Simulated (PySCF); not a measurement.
**C2H5NSSi (SMILES N#CC[SiH2]S): levels of theory compared**

Aim: a comparison of 6 runs (HF/STO-3G, HF/def2-SVP, B3LYP/6-31G*, TPSSh/def2-SVPD, CCSD(T)/def2-SVP) of C2H5NSSi. 

The calculation is run with PySCF 2.14.0.

**1. The structure to begin with**

C2H5NSSi has 10 atoms, charge 0, and is taken as a singlet. SMILES: `N#CC[SiH2]S`. The shape is that of a GFN2-xTB optimisation. This is one conformer, not always the lowest.

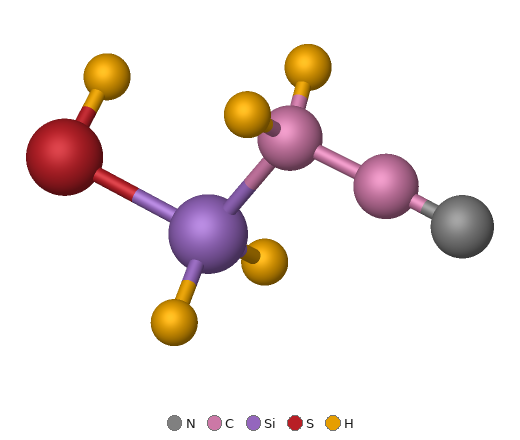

Viewed from a chosen angle; nitrogen grey, carbon pink, silicon purple, sulfur red, hydrogen amber.

**2. Energy and forces at HF/STO-3G (run 1)**

File mol.xyz:

```xyz
10

N      0.060360    -2.581820     1.626500
C      0.344870    -1.579850     1.153890
C      0.670830    -0.323780     0.555970
Si    -0.848660     0.364420    -0.390100
S     -0.298530     2.255930    -1.254610
H      1.521270    -0.468170    -0.114660
H      0.977660     0.368690     1.343790
H     -1.220230    -0.551490    -1.461970
H     -1.928280     0.696230     0.523060
H      0.720690     1.819840    -1.981880
```

File job.py:

```python
from pyscf import gto, scf

mol = gto.M(
    atom='mol.xyz',
    basis='sto-3g',
    verbose=3,
    max_memory=1860,
    charge=0,
)

mf = scf.RHF(mol)
mf.conv_tol = 1e-10
mf.kernel()
if not mf.converged:
    mf = mf.newton().run(mf.mo_coeff, mf.mo_occ)

energy = mf.e_tot
print(f'total energy: {energy:.8f} hartree')
grad = mf.nuc_grad_method().kernel()
mf.analyze()
```

Started as:

```bash
OMP_NUM_THREADS=1 python job.py
```

The log of the run:

```text
converged SCF energy = -810.252289864031
total energy: -810.25228986 hartree
--------------- RHF gradients ---------------
         x                y                z
0 N     0.0088394580     0.0314294364    -0.0145898359
1 C    -0.0002191500     0.0126664058    -0.0076579357
2 C     0.0032266940    -0.0394915535     0.0224436334
3 Si    -0.0098712562    -0.0217737334     0.0124527195
4 S     0.0064097223     0.0111579651    -0.0081139515
5 H     0.0043380704    -0.0037243256    -0.0016001224
6 H     0.0011108917     0.0009667924     0.0056680773
7 H    -0.0020482620    -0.0070564579    -0.0187100910
8 H    -0.0111167805     0.0122022826     0.0095816206
9 H    -0.0006693877     0.0036231881     0.0005258857
----------------------------------------------
**** MO energy ****
MO #1   energy= -90.7091901869639  occ= 2
MO #2   energy= -68.0279284014217  occ= 2
MO #3   energy= -15.3417084417111  occ= 2
MO #4   energy= -11.0679769419546  occ= 2
MO #5   energy= -11.0596335548429  occ= 2
MO #6   energy= -8.62074205211589  occ= 2
MO #7   energy= -6.25292058395958  occ= 2
MO #8   energy= -6.25067476966703  occ= 2
MO #9   energy= -6.24750383013651  occ= 2
MO #10  energy= -6.01000037238046  occ= 2
MO #11  energy= -4.03597714249944  occ= 2
MO #12  energy= -4.03470127664635  occ= 2
MO #13  energy= -4.03430869905088  occ= 2
MO #14  energy= -1.17154672570082  occ= 2
MO #15  energy= -0.983041938033347 occ= 2
MO #16  energy= -0.892737624642914 occ= 2
MO #17  energy= -0.683262942558565 occ= 2
MO #18  energy= -0.637577319833594 occ= 2
MO #19  energy= -0.596788906570563 occ= 2
MO #20  energy= -0.50345293198946  occ= 2
MO #21  energy= -0.47958997539717  occ= 2
MO #22  energy= -0.463308130320187 occ= 2
MO #23  energy= -0.438961323210058 occ= 2
MO #24  energy= -0.404058310247865 occ= 2
MO #25  energy= -0.387836771497024 occ= 2
MO #26  energy= -0.331230898795423 occ= 2
MO #27  energy= -0.272622621439097 occ= 2
MO #28  energy= 0.338576884121558  occ= 0
MO #29  energy= 0.36699143783069   occ= 0
MO #30  energy= 0.411129664468977  occ= 0
MO #31  energy= 0.463736398636112  occ= 0
MO #32  energy= 0.487565247980864  occ= 0
MO #33  energy= 0.525772289869843  occ= 0
MO #34  energy= 0.562808220216859  occ= 0
MO #35  energy= 0.635894044910264  occ= 0
MO #36  energy= 0.708826716105462  occ= 0
MO #37  energy= 0.723971032659881  occ= 0
MO #38  energy= 1.38480997769257   occ= 0
 ** Mulliken atomic charges  **
charge of    0N =     -0.15371
charge of    1C =      0.01534
charge of    2C =     -0.20606
charge of    3Si =      0.58424
charge of    4S =     -0.05531
charge of    5H =      0.05637
charge of    6H =      0.05941
charge of    7H =     -0.12585
charge of    8H =     -0.12061
charge of    9H =     -0.05381
Dipole moment(X, Y, Z, Debye):  0.59436,  1.60376, -1.44199
```

It took 1.9 s on 1 thread of Arm Neoverse V2, shared host; peak memory 0.12 GiB.

**3. Energy and forces at HF/def2-SVP (run 2)**

File input.py:

```python
import pyscf.grad
from pyscf import gto

mol = gto.M(
    atom='''
N      0.114064    -4.878933     3.073640
C      0.651710    -2.985484     2.180536
C      1.267685    -0.611856     1.050631
Si    -1.603735     0.688654    -0.737182
S     -0.564140     4.263090    -2.370869
H      2.874784    -0.884713    -0.216676
H      1.847510     0.696723     2.539395
H     -2.305901    -1.042165    -2.762723
H     -3.643921     1.315684     0.988440
H      1.361907     3.438999    -3.745210
''',
    max_memory=1860,
    charge=0,
    unit='bohr',
    basis='def2-svp',
    verbose=4,
)

mf = mol.RHF()
mf.conv_tol = 1e-10
mf.kernel()
if not mf.converged:
    mf = mf.newton().run(mf.mo_coeff, mf.mo_occ)

energy = mf.e_tot
print('E = %.10f Eh' % energy)
grad = mf.Gradients().kernel()
dip = mf.dip_moment()
pop, q = mf.mulliken_pop()
```

Started as:

```bash
OMP_NUM_THREADS=1 python input.py
```

The log of the run:

```text
PySCF version 2.14.0

[... 68 lines left out ...]
converged SCF energy = -819.267786591486
[... 12 lines left out ...]
Dipole moment(X, Y, Z, Debye):  1.23058,  2.11939, -1.70878
[... 114 lines left out ...]
charge of    9H =      0.07660
```

Wall time 7.5 s (1 thread of Arm Neoverse V2, shared host); peak memory 0.22 GiB.

**4. Energy and forces at B3LYP/6-31G(d) (spherical functions) (run 3)**

File input.xyz:

```xyz
10

N      0.060360    -2.581820     1.626500
C      0.344870    -1.579850     1.153890
C      0.670830    -0.323780     0.555970
Si    -0.848660     0.364420    -0.390100
S     -0.298530     2.255930    -1.254610
H      1.521270    -0.468170    -0.114660
H      0.977660     0.368690     1.343790
H     -1.220230    -0.551490    -1.461970
H     -1.928280     0.696230     0.523060
H      0.720690     1.819840    -1.981880
```

File calc.py:

```python
import pyscf.grad
from pyscf import gto, dft

mol = gto.Mole()
mol.atom = 'input.xyz'
mol.basis = '6-31g*'
mol.verbose = 4
mol.max_memory = 1860
mol.build()

myscf = dft.RKS(mol, xc='b3lyp')
myscf.grids.level = 5
myscf.conv_tol = 1e-10
myscf.kernel()
if not myscf.converged:
    myscf = myscf.newton().run(myscf.mo_coeff, myscf.mo_occ)

e_final = myscf.e_tot
print('E(%s) = %.9f' % ('B3LYP', e_final))
grad = myscf.Gradients().kernel()
myscf.analyze()
```

Started as:

```bash
OMP_NUM_THREADS=1 python calc.py
```

The log of the run:

```text
PySCF version 2.14.0

[... 104 lines left out ...]
MO #4   energy= -10.2297976902833  occ= 2
[... 11 lines left out ...]
MO #16  energy= -0.750234593639171 occ= 2
[... 11 lines left out ...]
MO #28  energy= -0.00639312971541495 occ= 0
[... 11 lines left out ...]
MO #40  energy= 0.248967918296957  occ= 0
[... 11 lines left out ...]
MO #52  energy= 0.650813353219998  occ= 0
[... 11 lines left out ...]
MO #64  energy= 0.893184617377132  occ= 0
[... 11 lines left out ...]
MO #76  energy= 1.52423963227661   occ= 0
[... 11 lines left out ...]
MO #88  energy= 3.30768710973957   occ= 0
[... 101 lines left out ...]
Dipole moment(X, Y, Z, Debye):  1.27548,  1.83305, -1.53417
```

Run time: 35 s. Hardware: 1 thread of Arm Neoverse V2, shared host; peak memory 0.86 GiB.

Runs 4 to 5 aren't shown in full; the table further down has their settings and results.

**5. A single-point energy at CCSD(T)/def2-SVP (run 6)**

File job.py:

```python
from pyscf import gto, cc

molecule = gto.Mole()
molecule.atom = '''
N    0.060360  -2.581820   1.626500
C    0.344870  -1.579850   1.153890
C    0.670830  -0.323780   0.555970
Si  -0.848660   0.364420  -0.390100
S   -0.298530   2.255930  -1.254610
H    1.521270  -0.468170  -0.114660
H    0.977660   0.368690   1.343790
H   -1.220230  -0.551490  -1.461970
H   -1.928280   0.696230   0.523060
H    0.720690   1.819840  -1.981880
'''
molecule.basis = 'def2-svp'
molecule.max_memory = 1860
molecule.spin = 0
molecule.verbose = 3
molecule.build()

mf = molecule.RHF()
mf.conv_tol = 1e-10
mf.kernel()
if not mf.converged:
    mf = mf.newton().run(mf.mo_coeff, mf.mo_occ)

mycc = cc.CCSD(mf, frozen=13)
mycc.kernel()
e_t = mycc.ccsd_t()
energy = mycc.e_tot + e_t
print('E(%s) = %.9f' % ('CCSD(T)', energy))
dip = mf.dip_moment()
pop, q = mf.mulliken_pop()
```

Started as:

```bash
OMP_NUM_THREADS=1 python job.py
```

The log of the run:

```text
converged SCF energy = -819.26778660446
[... 3 lines left out ...]
Dipole moment(X, Y, Z, Debye):  1.23058,  2.11939, -1.70878
[... 114 lines left out ...]
charge of    9H =      0.07660
```

Run time: 62 s. Hardware: 1 thread of Arm Neoverse V2, shared host; peak memory 0.66 GiB.

**6. All runs side by side**

```csv
run,level,integration grid,Cartesian functions,energy (Eh),dipole moment (D) of the reference,HOMO energy (eV),LUMO energy (eV),wall time
1,HF/STO-3G,–,no,-810.252290,2.24,-7.42,9.21,1.9 s
2,HF/def2-SVP,–,no,-819.267787,2.99,-10.57,3.69,7.5 s
3,B3LYP/6-31G* (spherical functions),5,no,-821.657658,2.71,-7.41,-0.17,35 s
4,B3LYP/6-31G* (Cartesian functions),5,yes,-821.665697,2.71,-7.41,-0.18,38 s
5,TPSSh/def2-SVPD,5,no,-821.413852,3.04,-7.23,-0.63,2.6 min
6,CCSD(T)/def2-SVP,–,no,-819.984089,2.99,-10.57,3.69,62 s
```

**7. Outcome**

```
                                           quantity          value
                                run 6: total energy  -819.98409 Eh
        run 6: dipole moment (Hartree–Fock density)         2.99 D
         run 6: HOMO energy (Hartree–Fock orbitals)      -10.57 eV
         run 6: LUMO energy (Hartree–Fock orbitals)        3.69 eV
       run 6: HOMO–LUMO gap (Hartree–Fock orbitals)       14.26 eV
run 6: correlation energy (13 core orbitals frozen)     -716.3 mEh
                              run 6: (T) correction     -24.14 mEh
                               run 6: T1 diagnostic          0.012
```

**Reading.** Over runs 1, 2, 3, 4, 5 the dipole moment (its size) runs from 2.24 D (HF/STO-3G) to 3.04 D (TPSSh/def2-SVPD). The two ends differ in method and basis. Over runs 1, 2, 3, 4, 5 the HOMO–LUMO gap runs from 6.60 eV (TPSSh/def2-SVPD) to 16.63 eV (HF/STO-3G). Totals of different functionals can't be ranked against each other. In run 1 the basis is minimal, so the values are rough. All runs together took 5 min, the longest 2.6 min.
